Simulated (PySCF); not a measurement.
## C2H6Cl2Si2 (charge +1): EPR calculation

- system: C2H6Cl2Si2, charge +1, multiplicity 2, SMILES [SiH3][CH+][C](Cl)[SiH2]Cl
- method: UKS B3LYP, pcH-1 on C Cl H Si, non-relativistic, mean-field spin-orbit, GIAO (PySCF 2.14.0)

It belongs to a series of runs on one base structure; here: electron removed.

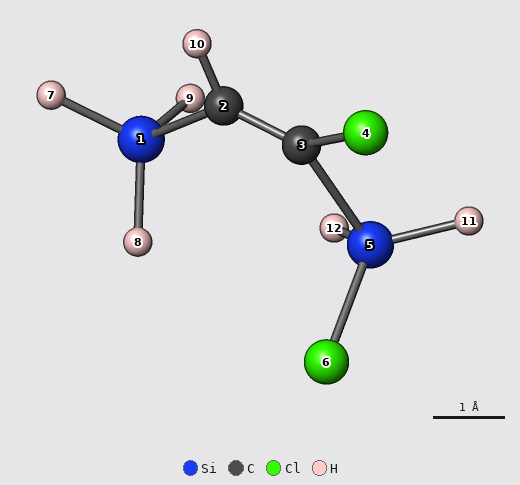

Fig. 1: The structure as given in the input (ball-and-stick view, seen at a tilt; atoms are numbered from 1 in the order of the input).

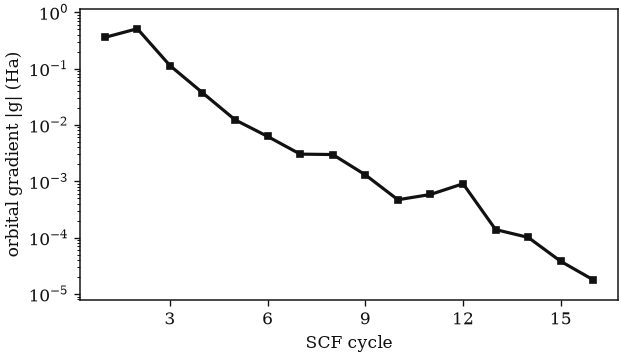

Fig. 2: Convergence of the self-consistent field: orbital gradient |g| against the SCF cycle. All cycles printed in the log are drawn one after another.

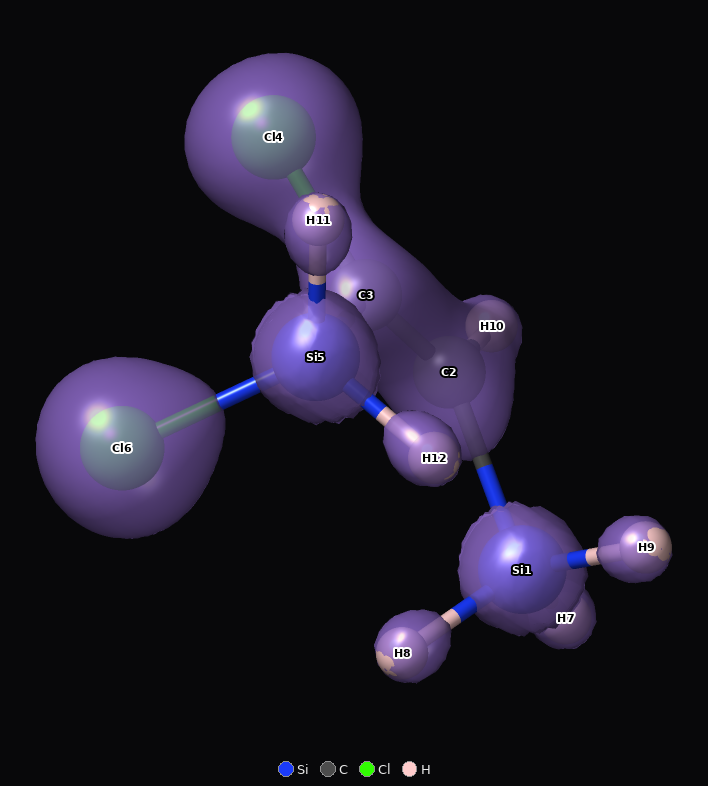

Fig. 3: Isosurface of the total electron density at 1 e/Å³ (purple), seen at an oblique angle. At this value the surface falls into nine separate pieces. It is pinched off along the C–Si (1.94 Å) and Si–Cl (1.98 Å) contacts. On the grid the lowest density along these lines, outside the cores, is 2.4 e/Å³ (C–C, 1.30 Å), 1.5 e/Å³ (C–Cl, 1.69 Å), 0.67 e/Å³ (C–Si, 1.94 Å) and 0.77 e/Å³ (Si–Cl, 1.98 Å).

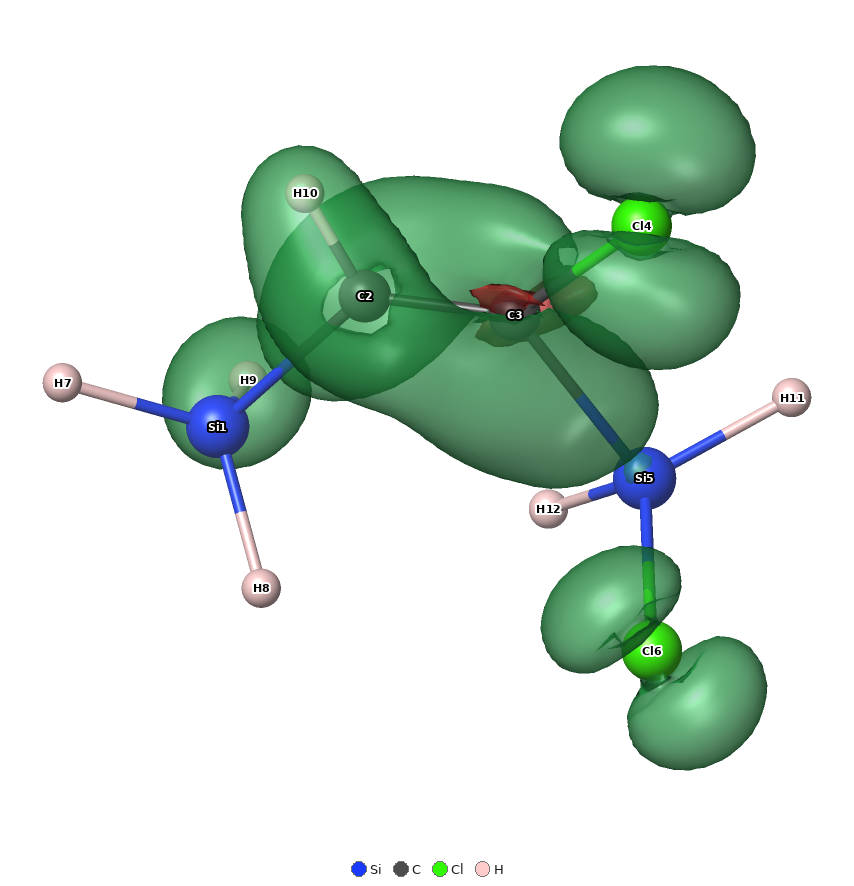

Fig. 4: Isosurfaces of the spin density (α minus β) at +0.015 (green) and −0.015 e/Å³ (red), seen at a tilt. The unpaired spin (1 electron) lies mostly on C2 (about 0.3), C3 (about 0.2), Cl4 (about 0.2) and Cl6 (about 0.1), in electrons by Hirshfeld's partition.

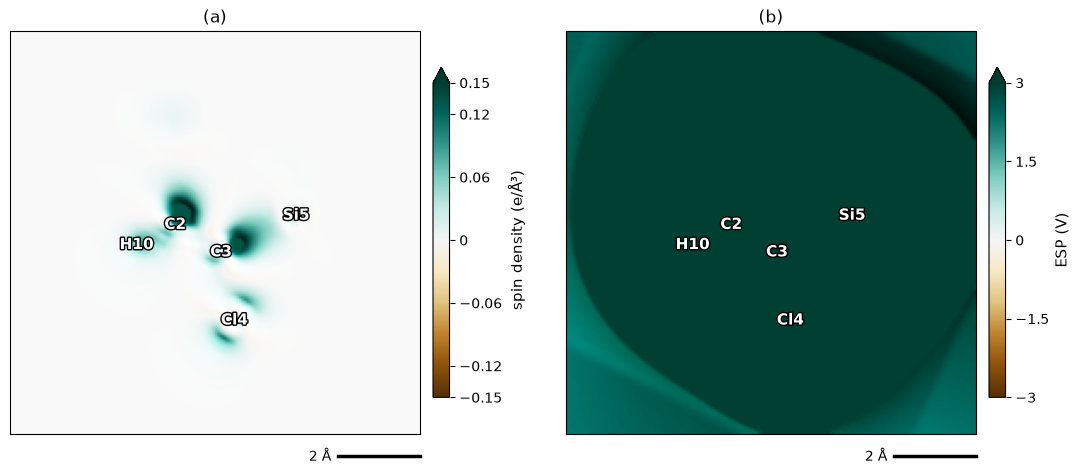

Fig. 5: (a) spin density (α minus β); (b) molecular electrostatic potential on the plane of atoms Cl4, C3 and Si5. The section cuts through C, Cl, Si and H sites. The unpaired spin (1 electron) lies mostly on C2 (about 0.3), C3 (about 0.2), Cl4 (about 0.2) and Cl6 (about 0.1), in electrons by Hirshfeld's partition. The potential has no marked negative region in this plane.

The input and output of the run follow.

## Input
```
{"job": {"kind": "epr", "basis": "pcH-1"}, "charge": 1, "multiplicity": 2}
Si     1.789109     0.401365     0.654195
C      0.780580    -0.779281    -0.508129
C     -0.503252    -0.845297    -0.721068
Cl    -1.466321    -2.011077    -1.484577
Si    -1.811113     0.574549    -0.066468
Cl    -2.495884    -0.245493     1.596282
H      3.079418    -0.242384     0.865506
H      0.990309     0.539977     1.870976
H      1.867674     1.623623    -0.152325
H      1.462588    -1.432105    -1.040217
H     -2.757639     0.688063    -1.165644
H     -0.934270     1.727374     0.125442
```

The first line tells a small driver script what to run in PySCF; the rest is the geometry in Å.

Launch command:
```bash
OMP_NUM_THREADS=1 python <driver script> task.json out
```

## Log
```
UKS, coarse grid
  cycle   1  E = -1578.85110729  |g| = 3.56e-01
  cycle   2  E = -1578.77330266  |g| = 5.08e-01
  cycle   3  E = -1578.89776315  |g| = 1.13e-01
  cycle   4  E = -1578.90350294  |g| = 3.72e-02
  cycle   5  E = -1578.90426813  |g| = 1.23e-02
  cycle   6  E = -1578.90443457  |g| = 6.24e-03
  cycle   7  E = -1578.90450762  |g| = 3.03e-03
  cycle   8  E = -1578.90455956  |g| = 2.98e-03
  cycle   9  E = -1578.90458303  |g| = 1.30e-03
  cycle  10  E = -1578.90458814  |g| = 4.70e-04
UKS, final grid
  cycle   1  E = -1578.90456976  |g| = 5.83e-04
  cycle   2  E = -1578.90456963  |g| = 9.04e-04
  cycle   3  E = -1578.90457006  |g| = 1.39e-04
  cycle   4  E = -1578.90457010  |g| = 1.01e-04
  cycle   5  E = -1578.90457015  |g| = 3.80e-05
  cycle   6  E = -1578.90457016  |g| = 1.78e-05
E = -1578.90457016 Eh   <S^2> = 0.7568 (exact 0.7500)
g shifts (ppm)      1          2          3
  rmc          -205       -205       -205
  gc              3         41         25
  oz_so         464      17045      36422
  total         268      16883      36247
hyperfine (MHz)  atom isotope    a_iso     a_fc   dipolar eigenvalues
    0  29Si      16.66      16.66    -10.21      3.50      6.71
    1   13C      51.05      51.05    -34.50    -29.08     63.58
    2   13C      52.26      52.26    -36.37    -22.81     59.18
    3  35Cl       9.96       9.96    -47.77    -44.39     92.16
    4  29Si      -3.62      -3.62    -15.50      7.47      8.03
    5  35Cl       2.06       2.06    -16.86    -16.43     33.29
    6    1H       1.31       1.31     -2.11     -1.32      3.43
    7    1H      -1.62      -1.62     -2.31     -1.26      3.58
    8    1H     114.16     114.16     -2.76      0.69      2.07
    9    1H      73.97      73.97    -14.19     -7.44     21.63
   10    1H       5.66       5.66     -2.02     -1.36      3.38
   11    1H      10.57      10.57     -2.76     -0.92      3.68
```

## Summary

- outcome: converged
- total energy: −1578.904570 hartree
- ⟨S²⟩: 0.757
- isotropic g: 2.0201
- hardware: 1 CPU thread, shared host
- wall time: 56 s
- peak memory: 0.93 GiB

## Notes

Checks after the run noted: orbitally degenerate or nearly so: second-order g, spin-orbit hyperfine and D do not apply.
